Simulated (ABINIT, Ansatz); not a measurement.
## HfPbO3 (Pm-3m): zone-centre phonons

Aim: the zone-centre modes of HfPbO3 (Pm-3m).

Calculated with ABINIT 10.8.3; DFT LDA, scalar-relativistic, plane waves, PseudoDojo norm-conserving pseudopotentials.

## Step 1: Starting point

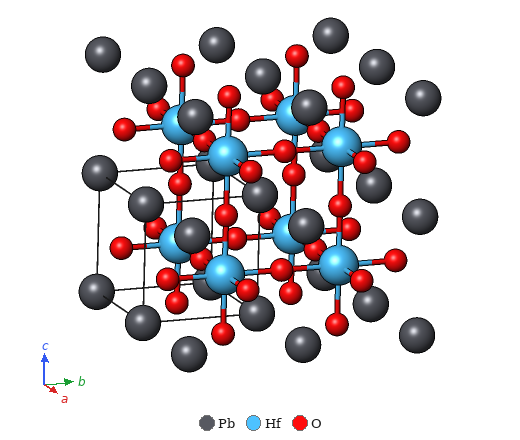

The starting structure, seen slightly off an axis (lead dark grey, hafnium blue, oxygen red). 2×2×2 cells are drawn. Some periodic images of atoms are drawn too.

## Step 2: Relaxation

The harmonic expansion needs vanishing forces, and a free crystal bears no stress, so cell and atoms are brought to rest. Stress is more sensitive to the basis than forces are: the last 3 Ha under the cutoff are smoothed with ecutsm, and the cutoff is raised above that of the later runs.

The starting cell comes from a relaxation made beforehand in Ansatz (LDA, PseudoDojo NC).

Contents of relax.abi:

```
# relaxation
ionmov 2
optcell 2
dilatmx 1.08
ntime 40
tolmxf 1.0d-05
tolvrs 1.0d-14
prtwf 0
prtden 0
chksymtnons 0

# basis, mesh and filling
ecut 44.0
ecutsm 3.0
ngkpt 6 6 6
nshiftk 1
shiftk 0.0 0.0 0.0
istwfk *1
occopt 1
nband 22
nstep 100
diemac 9.0
prtebands 0
prtgsr 0
useylm 1

# cell and atoms
acell 7.67900972 7.67900972 7.67900972
rprim 
    1.0 0.0 0.0
    0.0 1.0 0.0
    0.0 0.0 1.0
ntypat 3
znucl 82 72 8
natom 5
typat 1 2 3 3 3
xred 
    0.0 0.0 0.0
    0.5 0.5 0.5
    0.5 0.5 0.0
    0.5 0.0 0.5
    0.0 0.5 0.5
pp_dirpath "./pseudo"
pseudos "Pb.upf, Hf.upf, O.upf"
```

On the command line:

```bash
> OMP_NUM_THREADS=1 mpirun -n 8 abinit relax.abi > relax.log
```

Numbers of over 12 decimals in the logs are rounded to 6 here.

relax.abo, the main output file:

```text
[banners, grids, parts of the stress and lines that vanish by symmetry left out]
- input  file    -> relax.abi
- output file    -> relax.abo
- root for input  files -> relaxi
[...]
Symmetries : space group Pm -3 m (#221); Bravais cP (primitive cubic)
[...]
mpw =        8025          nfft =      125000          nkpt =          20
[...]
== DATASET  1 ==================================================================
[...]
cutoff_energies: {ecut:  44.0, pawecutdg:  -1.0, }
[...]
ETOT  1  -175.40172562697    -1.754E+02 2.851E-01 8.619E+02
 ETOT  2  -176.43490036596    -1.033E+00 2.438E-02 1.128E+02
 ETOT  3  -176.44357676749    -8.676E-03 5.433E-02 1.534E+02
 ETOT  4  -176.45633665561    -1.276E-02 2.821E-03 9.682E+01
 ETOT  5  -176.47471057960    -1.837E-02 6.154E-04 4.287E-01
[...]
ETOT 20  -176.47493217325    -4.547E-13 1.985E-14 6.398E-14
 ETOT 21  -176.47493217325    -8.214E-12 4.810E-15 8.396E-15
 At SCF step   21       vres2   =  8.40E-15 < tolvrs=  1.00E-14 =>converged.
[...]
sigma(1 1)=  3.17406337E-08  sigma(3 2)=  0.00000000E+00
  sigma(2 2)=  3.17406338E-08  sigma(3 1)=  0.00000000E+00
  sigma(3 3)=  3.17406338E-08  sigma(2 1)=  0.00000000E+00
[...]
convergence: {deltae: -8.214E-12, res2:  8.396E-15, residm:  4.810E-15, diffor: null, }
etotal    :  -1.76474932E+02
[...]
At Broyd/MD step   1, gradients are converged :
[...]
sigma(1 1)=  3.17406337E-08  sigma(3 2)=  0.00000000E+00
  sigma(2 2)=  3.17406338E-08  sigma(3 1)=  0.00000000E+00
  sigma(3 3)=  3.17406338E-08  sigma(2 1)=  0.00000000E+00
[...]
- sigma(1 1)=  9.33841686E-04  sigma(3 2)=  0.00000000E+00
- sigma(2 2)=  9.33841686E-04  sigma(3 1)=  0.00000000E+00
- sigma(3 3)=  9.33841686E-04  sigma(2 1)=  0.00000000E+00
[...]
fcart     -0.0000000000E+00 -0.0000000000E+00 -0.0000000000E+00
           strten      3.1740633750E-08  3.1740633760E-08  3.1740633760E-08
================================================================================

[key lines of the parts left out:]
pressure_GPa:  -9.3384E-04
Total energy (etotal) [Ha]= -1.76474932173255E+02
```

Wall time 41 s (8 MPI ranks of Intel Xeon Platinum 8488C (Sapphire Rapids), shared host); 5.4 min of CPU time.

Little changed from the start: no atom moved by 0.005 Å and no cell edge by 0.1 %.

This step gave:

- volume per atom: 13.42 Å³
- pressure: -9.34e-4 GPa

## Step 3: Ground state

The response is built on these wavefunctions, so the potential is converged far more tightly than an energy would need. The mesh is shifted off Γ, since shifted meshes converge sums over the zone faster.

Contents of gs.abi:

```
# ground state
tolvrs 1.0d-16
prtden 1
prtwf 1

# basis, mesh and filling
ecut 36.0
ngkpt 6 6 6
nshiftk 1
shiftk 0.5 0.5 0.5
istwfk *1
occopt 1
nband 22
nstep 100
diemac 9.0
prtebands 0
prtgsr 0
useylm 1

# cell and atoms
acell 7.67900972 7.67900972 7.67900972
rprim 
    1.0 0.0 0.0
    0.0 1.0 0.0
    0.0 0.0 1.0
ntypat 3
znucl 82 72 8
natom 5
typat 1 2 3 3 3
xred 
    0.0 0.0 0.0
    0.5 0.5 0.5
    0.5 0.5 0.0
    0.5 0.0 0.5
    0.0 0.5 0.5
pp_dirpath "./pseudo"
pseudos "Pb.upf, Hf.upf, O.upf"
```

On the command line:

```bash
> OMP_NUM_THREADS=1 mpirun -n 8 abinit gs.abi > gs.log
```

gs.abo, the main output file:

```text
[banners, grids, parts of the stress and lines that vanish by symmetry left out]
- input  file    -> gs.abi
- output file    -> gs.abo
- root for input  files -> gsi
[...]
Symmetries : space group Pm -3 m (#221); Bravais cP (primitive cubic)
[...]
mpw =        4695          nfft =       91125          nkpt =          10
[...]
== DATASET  1 ==================================================================
[...]
-    --> not optimal distribution: autoparal keyword recommended in input file <--
[...]
cutoff_energies: {ecut:  36.0, pawecutdg:  -1.0, }
[...]
ETOT  1  -175.23947499327    -1.752E+02 2.218E-01 3.691E+02
 ETOT  2  -176.42288272870    -1.183E+00 3.798E-02 5.608E+01
 ETOT  3  -176.43291569630    -1.003E-02 1.830E-03 8.274E+00
 ETOT  4  -176.44052917859    -7.613E-03 7.569E-02 2.863E+01
 ETOT  5  -176.46981578694    -2.929E-02 1.879E-02 1.141E+01
[...]
ETOT 19  -176.47388729250     9.180E-12 1.141E-18 2.240E-15
 ETOT 20  -176.47388729250    -1.421E-13 5.807E-19 2.423E-18
 At SCF step   20       vres2   =  2.42E-18 < tolvrs=  1.00E-16 =>converged.
[...]
sigma(1 1)=  2.91222605E-05  sigma(3 2)=  0.00000000E+00
  sigma(2 2)=  2.91222605E-05  sigma(3 1)=  0.00000000E+00
  sigma(3 3)=  2.91222605E-05  sigma(2 1)=  0.00000000E+00
[...]
convergence: {deltae: -1.421E-13, res2:  2.423E-18, residm:  5.807E-19, diffor: null, }
etotal    :  -1.76473887E+02
[...]
sigma(1 1)=  2.91222605E-05  sigma(3 2)=  0.00000000E+00
  sigma(2 2)=  2.91222605E-05  sigma(3 1)=  0.00000000E+00
  sigma(3 3)=  2.91222605E-05  sigma(2 1)=  0.00000000E+00
[...]
- sigma(1 1)=  8.56806484E-01  sigma(3 2)=  0.00000000E+00
- sigma(2 2)=  8.56806484E-01  sigma(3 1)=  0.00000000E+00
- sigma(3 3)=  8.56806484E-01  sigma(2 1)=  0.00000000E+00
[...]
fcart     -0.0000000000E+00 -0.0000000000E+00 -0.0000000000E+00
           strten      2.9122260477E-05  2.9122260477E-05  2.9122260477E-05
================================================================================

[key lines of the parts left out:]
pressure_GPa:  -8.5681E-01
```

Wall time 17 s (8 MPI ranks).

Read from the output:

```
pressure : -0.8568 GPa
```

The cell stands at -0.86 GPa: the relaxation ran with a smoothed and higher cutoff and on another k mesh.

## Step 4: Empty bands

Empty bands on the ground state's density check that the gap assumed so far is there in this cell.

Contents of gap.abi:

```
# empty bands on the ground state's density
iscf -2
getden_filepath "gso_DEN"
tolwfr 1.0d-12
nbdbuf 2
prtwf 0

# basis, mesh and filling
ecut 36.0
ngkpt 6 6 6
nshiftk 1
shiftk 0.0 0.0 0.0
istwfk *1
occopt 1
nband 26
nstep 100
diemac 9.0
prtebands 0
prtgsr 0
useylm 1

# cell and atoms
acell 7.67900972 7.67900972 7.67900972
rprim 
    1.0 0.0 0.0
    0.0 1.0 0.0
    0.0 0.0 1.0
ntypat 3
znucl 82 72 8
natom 5
typat 1 2 3 3 3
xred 
    0.0 0.0 0.0
    0.5 0.5 0.5
    0.5 0.5 0.0
    0.5 0.0 0.5
    0.0 0.5 0.5
pp_dirpath "./pseudo"
pseudos "Pb.upf, Hf.upf, O.upf"
```

On the command line:

```bash
> OMP_NUM_THREADS=1 mpirun -n 8 abinit gap.abi > gap.log
```

gap.abo, the main output file:

```text
[banners, grids, parts of the stress and lines that vanish by symmetry left out]
- input  file    -> gap.abi
- output file    -> gap.abo
- root for input  files -> gapi
[...]
Symmetries : space group Pm -3 m (#221); Bravais cP (primitive cubic)
[...]
mpw =        4700          nfft =       91125          nkpt =          20
[...]
== DATASET  1 ==================================================================
[...]
cutoff_energies: {ecut:  36.0, pawecutdg:  -1.0, }
[...]
-outvars: echo values of variables after computation
            acell      7.6790097200E+00  7.6790097200E+00  7.6790097200E+00 Bohr
================================================================================
```

It took 18 s on 8 MPI ranks; 2.4 min of CPU time.

Read from the output:

| Item | Value |
| --- | --- |
| gap on the k-mesh | 2.410 eV |

In this cell the gap on the mesh is 2.4 eV, direct, so fixed occupations hold.

## Step 5: Zone-centre response

The derivative of the wavefunctions by k comes first, since the response to a field is built on it; then the field and the displacements that symmetry doesn't supply are solved at q = 0.

It reads the wavefunctions written in step 3.

Contents of dfpt_gamma.abi:

```
ndtset 2

# common to the responses
getwfk_filepath "gso_WFK"
kptopt 2
nqpt 1
qpt 0.0 0.0 0.0
asr 0
chneut 0

# d/dk
rfelfd1 2
rfdir1 1 1 1
iscf1 -3
tolwfr1 1.0d-20

# displacements, field
rfphon2 1
rfatpol2 1 5
rfdir2 1 1 1
rfelfd2 3
getddk2 1
tolvrs2 1.0d-10
prtwf2 0

# basis, mesh and filling
ecut 36.0
ngkpt 6 6 6
nshiftk 1
shiftk 0.5 0.5 0.5
istwfk *1
occopt 1
nband 22
nstep 100
diemac 9.0
prtebands 0
prtgsr 0
useylm 1

# cell and atoms
acell 7.67900972 7.67900972 7.67900972
rprim 
    1.0 0.0 0.0
    0.0 1.0 0.0
    0.0 0.0 1.0
ntypat 3
znucl 82 72 8
natom 5
typat 1 2 3 3 3
xred 
    0.0 0.0 0.0
    0.5 0.5 0.5
    0.5 0.5 0.0
    0.5 0.0 0.5
    0.0 0.5 0.5
pp_dirpath "./pseudo"
pseudos "Pb.upf, Hf.upf, O.upf"
```

On the command line:

```bash
> OMP_NUM_THREADS=1 mpirun -n 8 abinit dfpt_gamma.abi > dfpt_gamma.log
```

dfpt_gamma.abo, the main output file:

```text
[banners, grids, parts of the stress and lines that vanish by symmetry left out]
- input  file    -> dfpt_gamma.abi
- output file    -> dfpt_gamma.abo
- root for input  files -> dfpt_gammai
[...]
DATASET    1 : space group Pm -3 m (#221); Bravais cP (primitive cubic)
[...]
nfft =       91125          nkpt =         108
[...]
DATASET    2 : space group Pm -3 m (#221); Bravais cP (primitive cubic)
[...]
nfft =       91125          nkpt =         108
[...]
== DATASET  1 ==================================================================
[...]
cutoff_energies: {ecut:  36.0, pawecutdg:  -1.0, }
[...]
-  8.00000   6.00000  201201                  znucl, zion, pspdat
[...]
Perturbation : derivative vs k along direction   1
[...]
-ETOT  1  -42.936898004159     -4.294E+01 4.138E-01 0.000E+00
 ETOT  2  -43.250784127256     -3.139E-01 1.521E-02 0.000E+00
 ETOT  3  -43.267002714459     -1.622E-02 2.655E-03 0.000E+00
 ETOT  4  -43.268266265473     -1.264E-03 1.258E-04 0.000E+00
 ETOT  5  -43.268385828962     -1.196E-04 3.218E-05 0.000E+00
[...]
At SCF step   23   max residual=  9.98E-21 < tolwfr=  1.00E-20 =>converged.
[...]
Perturbation : derivative vs k along direction   2
[...]
-ETOT  1  -42.935383582250     -4.294E+01 4.138E-01 0.000E+00
[...]
At SCF step   23   max residual=  9.99E-21 < tolwfr=  1.00E-20 =>converged.
[...]
Perturbation : derivative vs k along direction   3
[...]
-ETOT  1  -42.936898206594     -4.294E+01 4.138E-01 0.000E+00
[...]
At SCF step   23   max residual=  9.98E-21 < tolwfr=  1.00E-20 =>converged.
[...]
1        1       0.8611620040    0.0000000000
     1        2       0.0000000000    0.0000000000
     1        3       0.0000000000    0.0000000000
     2        1       0.0000000000    0.0000000000
     2        2       0.8611620040   -0.0000000000
     2        3       0.0000000000    0.0000000000
     3        1       0.0000000000    0.0000000000
     3        2       0.0000000000    0.0000000000
     3        3       0.8611620040    0.0000000000
[...]
== DATASET  2 ==================================================================
[...]
cutoff_energies: {ecut:  36.0, pawecutdg:  -1.0, }
[...]
Perturbation : displacement of atom   1   along direction   1
[...]
-ETOT  1   3.226133     -1.116E+04 1.707E+01 7.368E+02
[...]
At SCF step   11       vres2   =  5.28E-11 < tolvrs=  1.00E-10 =>converged.
[...]
Perturbation : displacement of atom   2   along direction   1
[...]
-ETOT  1   9.950285     -2.180E+03 7.226E+00 1.278E+03
[...]
At SCF step   12       vres2   =  1.53E-11 < tolvrs=  1.00E-10 =>converged.
[...]
Perturbation : displacement of atom   3   along direction   1
[...]
-ETOT  1   6.235454     -3.514E+03 1.689E+00 5.953E+03
[...]
At SCF step   14       vres2   =  4.34E-11 < tolvrs=  1.00E-10 =>converged.
[...]
Perturbation : displacement of atom   3   along direction   3
[...]
-ETOT  1   19.603461693221     -3.634E+03 4.417E+00 1.125E+04
[...]
At SCF step   13       vres2   =  1.85E-11 < tolvrs=  1.00E-10 =>converged.
[...]
Perturbation : homogeneous electric field along direction   1
[...]
-ETOT  1  -120.97916980144     -1.210E+02 5.113E+00 3.006E+04
[...]
ETOT 13  -135.68285173003     -1.808E-11 6.787E-12 3.610E-10
 ETOT 14  -135.68285173003     -2.132E-12 1.318E-12 9.042E-11
 At SCF step   14       vres2   =  9.04E-11 < tolvrs=  1.00E-10 =>converged.
[...]
Dielectric tensor, in cartesian coordinates,
[...]
1    7   1    7         6.6243179986        -0.0000000000
   1    7   2    7        -0.0000000000        -0.0000000000
   1    7   3    7        -0.0000000000        -0.0000000000
   2    7   1    7        -0.0000000000        -0.0000000000
   2    7   2    7         6.6243179986        -0.0000000000
   2    7   3    7        -0.0000000000        -0.0000000000
   3    7   1    7        -0.0000000000        -0.0000000000
   3    7   2    7        -0.0000000000        -0.0000000000
   3    7   3    7         6.6243179986        -0.0000000000
  Effective charges, in cartesian coordinates,
[...]
1    1   1    7         3.9210846044         0.0000000000
   2    1   1    7         0.0000000000         0.0000000000
   3    1   1    7         0.0000000000         0.0000000000
   1    2   1    7         5.6972980748         0.0000000000
   2    2   1    7         0.0000000000         0.0000000000
[...]
Effective charges, in cartesian coordinates,
[...]
2    7   1    5         0.0000000000         0.0000000000
   3    7   1    5         0.0000000000         0.0000000000
   1    7   2    5         0.0000000000         0.0000000000
   2    7   2    5        -2.5125027961         0.0000000000
   3    7   2    5         0.0000000000         0.0000000000
   1    7   3    5         0.0000000000         0.0000000000
   2    7   3    5         0.0000000000         0.0000000000
   3    7   3    5        -2.5125027961         0.0000000000
  Phonon wavevector (reduced coordinates) :  0.00000  0.00000  0.00000
 Phonon energies in Hartree :
[...]
Phonon frequencies in cm-1    :
- -1.189229E+02 -1.189229E+02 -1.189229E+02  1.389933E+00  1.389933E+00
-  1.389934E+00  1.107765E+02  1.107765E+02  1.107765E+02  1.447124E+02
-  1.447124E+02  1.447124E+02  5.958709E+02  5.958709E+02  5.958709E+02
  Phonon at Gamma, with non-analyticity in the
[...]
Phonon energies in Hartree :
[...]
Phonon frequencies in cm-1    :
- -1.189229E+02 -1.189229E+02  1.389661E+00  1.389933E+00  1.389933E+00
-  8.280405E+01  1.107765E+02  1.107765E+02  1.107765E+02  1.447124E+02
-  1.447124E+02  3.413217E+02  5.958709E+02  5.958709E+02  7.068265E+02
  Phonon at Gamma, with non-analyticity in the
[...]
Phonon energies in Hartree :
[...]
Phonon frequencies in cm-1    :
- -1.189229E+02 -1.189229E+02  1.389661E+00  1.389933E+00  1.389934E+00
-  8.280405E+01  1.107765E+02  1.107765E+02  1.107765E+02  1.447124E+02
-  1.447124E+02  3.413217E+02  5.958709E+02  5.958709E+02  7.068265E+02
  Phonon at Gamma, with non-analyticity in the
[...]
Phonon energies in Hartree :
[...]
Phonon frequencies in cm-1    :
- -1.189229E+02 -1.189229E+02  1.389661E+00  1.389933E+00  1.389934E+00
-  8.280405E+01  1.107765E+02  1.107765E+02  1.107765E+02  1.447124E+02
-  1.447124E+02  3.413217E+02  5.958709E+02  5.958709E+02  7.068265E+02
[...]
fcart2     0.0000000000E+00  0.0000000000E+00  0.0000000000E+00
           strten2     0.0000000000E+00  0.0000000000E+00  0.0000000000E+00
================================================================================
```

Run time: 6.9 min. Hardware: 8 MPI ranks.

Numbers from this step:

```
miss of the charge sum rule                                       : 0.009359 e
largest acoustic frequency at the zone centre before the sum rule : 1.39 cm⁻¹
highest optical zone-centre mode (no LO-TO term)                  : 595.9 cm⁻¹
lowest optical zone-centre mode                                   : -118.9 cm⁻¹
mean high-frequency dielectric constant                           : 6.624
largest Born charge in size (third of the trace)                  : 5.697 e
```

Born charge (rows field, columns displacement), before the sum rule (e), principal values of the symmetric part by kind of site:

```tsv
atom	atoms with these values	low	middle	high	mean
Pb1	1	3.92	3.92	3.92	3.92
Hf2	1	5.70	5.70	5.70	5.70
O3	3	-4.58	-2.51	-2.51	-3.20
```

In full for O3:

```
-2.51  0.00  0.00
 0.00 -2.51  0.00
 0.00  0.00 -4.58
```

High-frequency dielectric tensor:

```
6.62 0.00 0.00
0.00 6.62 0.00
0.00 0.00 6.62
```

The acoustic modes at Γ come out as far as 1.4 cm⁻¹ from zero, where they should vanish, a small numerical error; the Born charges miss their sum rule by 0.0094 e, which is good. The lowest optical mode is imaginary, 119i cm⁻¹, an instability at this level and on this k mesh.

(Part 1 of 3 ends here.)

[Host names and launcher messages were left out of these logs when they were recorded.]

[Logs are printed without paths, hosts, clocks, repeated set-up lines and the standing remarks that a program may print on its own settings, such as how far it seeks lower states.]

[Hosts, paths, dates, database ids (printed as entryN), source tags and the programs' standing remarks are cut or masked in the printed files.]
